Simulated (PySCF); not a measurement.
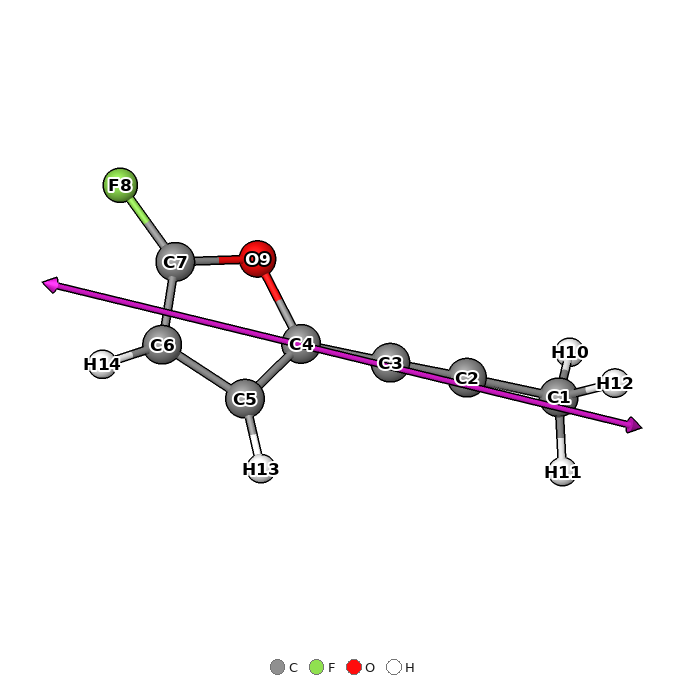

The double arrow shows the direction of the transition dipole to excited singlet state 1 (its length means nothing). Computed geometry: GFN2-xTB optimisation. No frequency run is at hand to confirm it as a minimum. Properties computed with TDDFT PBE0/def2-SVPD, vertical, gas phase, core orbitals frozen in the response (PySCF 2.14.0).

How is the transition polarised?

Nearly parallel to the C1–C2 bond.

Where does the transition lie, and how strong is it?

5.07 eV (245 nm), oscillator strength 0.46, mainly HOMO → LUMO (weight 0.93); transition dipole 4.87 D.
